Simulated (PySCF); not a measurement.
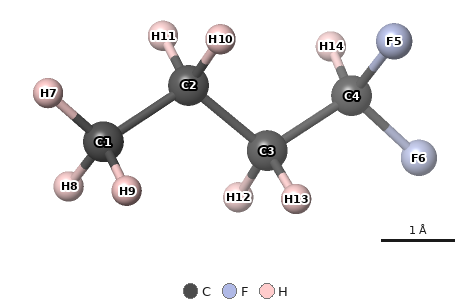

Figure 1. The input geometry (ball-and-stick view, seen at a tilt; atoms are numbered from 1 in the order of the input).

**X-ray absorption calculation, with input and output: C$_{4}$H$_{8}$F$_{2}$**

System: C$_{4}$H$_{8}$F$_{2}$.
Method: core-valence-separated TDA BHandHLYP/aug-pcX-1 H:pcseg-1, K edges, non-relativistic, gas phase (PySCF 2.14.0).

The geometry comes from this level: PBE0-D3(BJ)/def2-SVP.

Log
```
coarse grid: 11480 points
cycle   1  E = -356.6016311641  dE =  6.209e-01  |g| = 6.851e-01  |ddm| = 4.045e+00
cycle   2  E = -356.6034837698  dE = -1.853e-03  |g| = 7.497e-01  |ddm| = 8.712e-01
cycle   3  E = -356.6859687707  dE = -8.249e-02  |g| = 4.762e-02  |ddm| = 4.633e-01
cycle   4  E = -356.6862888186  dE = -3.200e-04  |g| = 2.451e-02  |ddm| = 6.829e-02
cycle   5  E = -356.6864100514  dE = -1.212e-04  |g| = 4.237e-03  |ddm| = 3.053e-02
cycle   6  E = -356.6864141362  dE = -4.085e-06  |g| = 7.882e-04  |ddm| = 7.007e-03
final grid: 111016 points
cycle   7  E = -356.7162933096  dE = -8.471e-05  |g| = 4.044e-03  |ddm| = 3.967e-02
cycle   8  E = -356.7162935328  dE = -2.232e-07  |g| = 3.690e-03  |ddm| = 8.828e-03
cycle   9  E = -356.7162959940  dE = -2.461e-06  |g| = 4.168e-04  |ddm| = 3.822e-03
cycle  10  E = -356.7162960107  dE = -1.669e-08  |g| = 1.925e-04  |ddm| = 3.659e-04
cycle  11  E = -356.7162960175  dE = -6.868e-09  |g| = 1.419e-05  |ddm| = 1.971e-04
cycle  12  E = -356.7162960176  dE = -4.320e-11  |g| = 7.308e-06  |ddm| = 3.032e-05
```

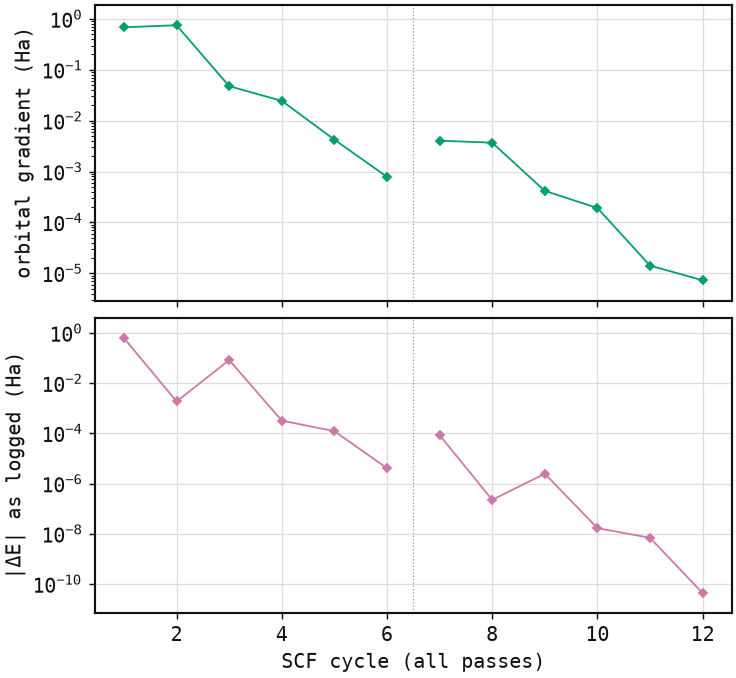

Figure 2. Convergence of the self-consistent field: orbital gradient and size of the energy change against the SCF cycle. The dotted line marks the change from a coarse to the final integration grid. The first 6 cycles use a coarse grid, the final grid takes over at cycle 7, and the field converges after 12 cycles in all.

```
converged SCF energy = -356.7162960176

C K edge
   eV          f      from atoms
  285.399   0.00893   C0
  285.804   0.01684   C1
  285.951   0.02152   C2
  286.094   0.02922   C0
  286.118   0.02507   C0
  286.310   0.01892   C1
  286.343   0.03284   C2
  286.706   0.00455   C0
  286.850   0.00277   C1
  287.010   0.00412   C2
  287.110   0.00524   C1
  287.164   0.00614   C2
  287.483   0.00691   C0
  287.514   0.00456   C0
  287.674   0.00235   C2
  287.678   0.00578   C1
  287.717   0.00331   C0
  287.740   0.00128   C2
  287.787   0.00252   C0
  287.807   0.00206   C1

F K edge
   eV          f      from atoms
  686.537   0.02260   F4
  686.574   0.02114   F5
  687.105   0.01511   F5
  687.186   0.01293   F4
  687.621   0.00256   F5
  687.679   0.00440   F4
  687.712   0.00673   F4
  687.767   0.00588   F5
  687.991   0.00357   F4
  688.216   0.00397   F5
  688.446   0.00168   F4
  688.694   0.00423   F5
```

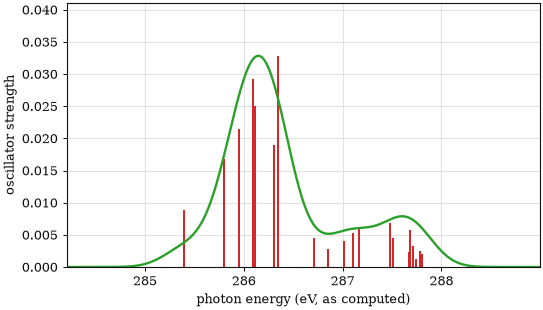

Figure 3. Core excitations at the C K edge, with a Gaussian envelope of 0.5 eV full width. The first lies at 285.40 eV, the strongest at 286.34 eV (f = 0.033).

This output came from the following input.

Input
```
{"job": {"kind": "xas", "xc": "BHandHLYP", "basis": {"default": "aug-pcX-1", "H": "pcseg-1"}}, "charge": 0, "multiplicity": 1}
C      1.870385     0.394003    -0.306283
C      0.470310     0.613244     0.242082
C     -0.429433    -0.600485     0.067587
C     -1.816030    -0.398547     0.615418
F     -2.430672     0.626419    -0.024060
F     -2.562859    -1.508847     0.416442
H      2.496277     1.289681    -0.179598
H      2.375261    -0.441265     0.205276
H      1.844603     0.154386    -1.381294
H     -0.000649     1.476512    -0.255772
H      0.527852     0.874867     1.313664
H      0.001317    -1.483744     0.567452
H     -0.537500    -0.858363    -0.999580
H     -1.825832    -0.169839     1.697326
```

The first line tells a small driver script what to run in PySCF; the rest is the geometry in Å.

Command:
```bash
OMP_NUM_THREADS=1 python <driver script> task.json out
```

Results in brief

```csv
quantity,value
outcome,converged
total energy,−356.716296 hartree
HOMO,−10.96 eV
LUMO,0.68 eV
dipole moment,2.43 D
hardware,"1 CPU thread, shared host"
wall time,20 s
peak memory,0.88 GiB
```
